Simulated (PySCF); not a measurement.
Run report: SiHCl₃, geometry relaxation

- system: SiHCl₃ (Trichlorosilane)
- method: B3LYP/pcSseg-1 tight geometry optimisation and Hessian, gas phase (PySCF 2.14.0)

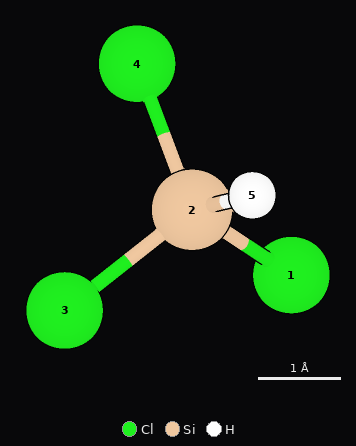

The starting structure (ball-and-stick view, seen at a tilt; atoms are numbered from 1 in the order of the input). Bond lengths as drawn: Cl–Si 2.01 Å and H–Si 1.45 Å.

Input file:
```
{"job": {"xc": "B3LYP", "basis": "pcSseg-1", "grid": 2, "temperatures": [200, 298.15], "kind": "geom"}, "charge": 0, "multiplicity": 1}
Cl    -1.383493    -1.319144    -0.491104
Si     0.012904     0.002479     0.095492
Cl    -0.486011     1.840570    -0.547378
Cl     1.797401    -0.517909    -0.669644
H      0.093686     0.005414     1.543893
```

The first line tells a small driver script what to run in PySCF; the rest is the geometry in Å.

Run as:
```bash
OMP_NUM_THREADS=1 python <driver script> task.json out
```

Output:
```
step   0  E = -45465.8778022 eV  max force = 0.92850
step   1  E = -45465.9436713 eV  max force = 0.29574
step   2  E = -45465.9470813 eV  max force = 0.02979
step   3  E = -45465.9471861 eV  max force = 0.01023
step   4  E = -45465.9472100 eV  max force = 0.00023
step   5  E = -45465.9472100 eV  max force = 0.00023
harmonic wavenumbers (cm-1): 171.2 171.5 248.0 480.4 582.0 582.3 811.4 811.6 2334.4
```

Trajectory as extended XYZ (Å, eV, eV/Å), 6 frames, from step=0 to step=5:
```
5
Properties=species:S:1:pos:R:3:forces:R:3 step=0 energy=-45465.87780
Cl   -1.3835   -1.3191   -0.4911   -0.7044  -0.6670  -0.2757
Si    0.0129    0.0025    0.0955    0.0332   0.0009   0.5695
Cl   -0.4860    1.8406   -0.5474   -0.2519   0.9285  -0.3043
Cl    1.7974   -0.5179   -0.6696    0.9027  -0.2630  -0.3665
H     0.0937    0.0054    1.5439    0.0204   0.0006   0.3770
5
Properties=species:S:1:pos:R:3:forces:R:3 step=1 energy=-45465.94367
Cl   -1.4196   -1.3532   -0.5035    0.1383   0.1295   0.0749
Si    0.0140    0.0025    0.1099   -0.0176  -0.0004  -0.2957
Cl   -0.4990    1.8882   -0.5612    0.0501  -0.1802   0.0813
Cl    1.8440   -0.5315   -0.6867   -0.1740   0.0511   0.0930
H     0.0951    0.0055    1.5728    0.0032   0.0000   0.0466
5
Properties=species:S:1:pos:R:3:forces:R:3 step=2 energy=-45465.94708
Cl   -1.4158   -1.3500   -0.4981    0.0171   0.0170  -0.0061
Si    0.0133    0.0025    0.0997    0.0020  -0.0001   0.0298
Cl   -0.4976    1.8836   -0.5556    0.0054  -0.0234  -0.0052
Cl    1.8397   -0.5303   -0.6808   -0.0235   0.0069  -0.0039
H     0.0949    0.0055    1.5661   -0.0010  -0.0003  -0.0146
5
Properties=species:S:1:pos:R:3:forces:R:3 step=3 energy=-45465.94719
Cl   -1.4134   -1.3474   -0.5005   -0.0073  -0.0074   0.0025
Si    0.0135    0.0025    0.1036   -0.0006   0.0000  -0.0097
Cl   -0.4968    1.8802   -0.5580   -0.0025   0.0102   0.0027
Cl    1.8362   -0.5293   -0.6829    0.0102  -0.0027   0.0016
H     0.0951    0.0055    1.5690    0.0002  -0.0001   0.0028
5
Properties=species:S:1:pos:R:3:forces:R:3 step=4 energy=-45465.94721
Cl   -1.4142   -1.3482   -0.4998    0.0001   0.0000  -0.0002
Si    0.0135    0.0025    0.1024    0.0000   0.0000   0.0000
Cl   -0.4971    1.8812   -0.5572   -0.0001   0.0000   0.0002
Cl    1.8372   -0.5296   -0.6822    0.0000   0.0002  -0.0001
H     0.0950    0.0055    1.5680    0.0000  -0.0002   0.0000
5
Properties=species:S:1:pos:R:3:forces:R:3 step=5 energy=-45465.94721
Cl   -1.4142   -1.3482   -0.4998    0.0001   0.0000  -0.0002
Si    0.0135    0.0025    0.1024    0.0000   0.0000   0.0000
Cl   -0.4971    1.8812   -0.5572   -0.0001   0.0000   0.0002
Cl    1.8372   -0.5296   -0.6822    0.0000   0.0002  -0.0001
H     0.0950    0.0055    1.5680    0.0000  -0.0002   0.0000
```

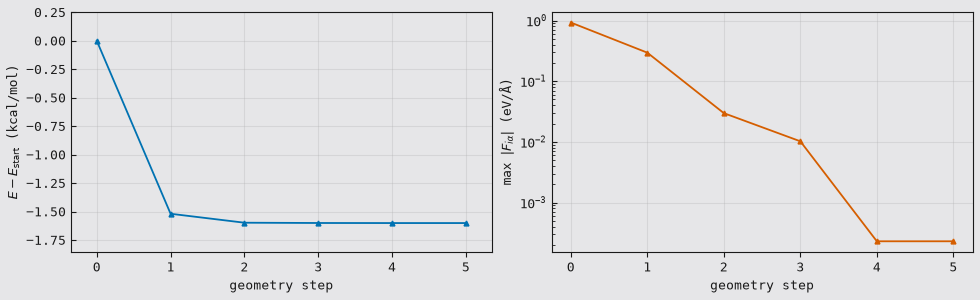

Progress of the relaxation, step by step (steps are counted from 0).

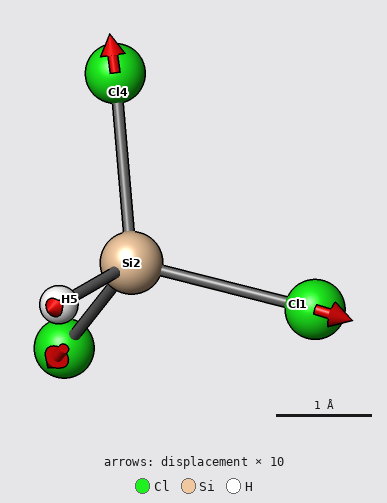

The starting structure with the displacements as red arrows, magnified 10 times (ball-and-stick view, seen at a tilt). The two geometries are laid on each other by the best rigid fit. The largest moves after the best rigid fit, 0.043 Å, are those of Cl1, Cl3 and Cl4. Largest moves by element: Cl 0.043 Å, H 0.024 Å, Si 0.007 Å. Distances before and after: Cl1–Si2 2.010 → 2.056 Å, Si2–H5 1.451 → 1.468 Å. After 5 geometry steps the energy has fallen by 1.60 kcal/mol. Largest force component: 0.93 eV/Å at the start, 0.00023 eV/Å at the end. (Atoms are counted from 1 in the order of the input.)

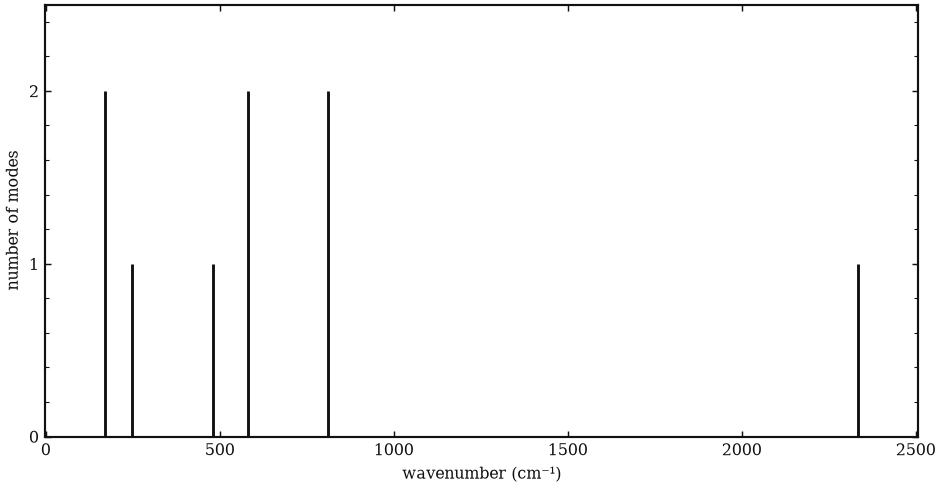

Harmonic vibrational wavenumbers from the force constants; neighbouring modes closer than 10 cm⁻¹ are counted in one stick. 9 modes from 171 to 2334 cm⁻¹, none imaginary.

Summary:

```tsv
quantity	value
outcome	converged
wavenumbers, lowest and highest	171 and 2334 cm⁻¹
hardware	1 CPU thread, shared host
wall time	2.2 min
peak memory	0.51 GiB
```
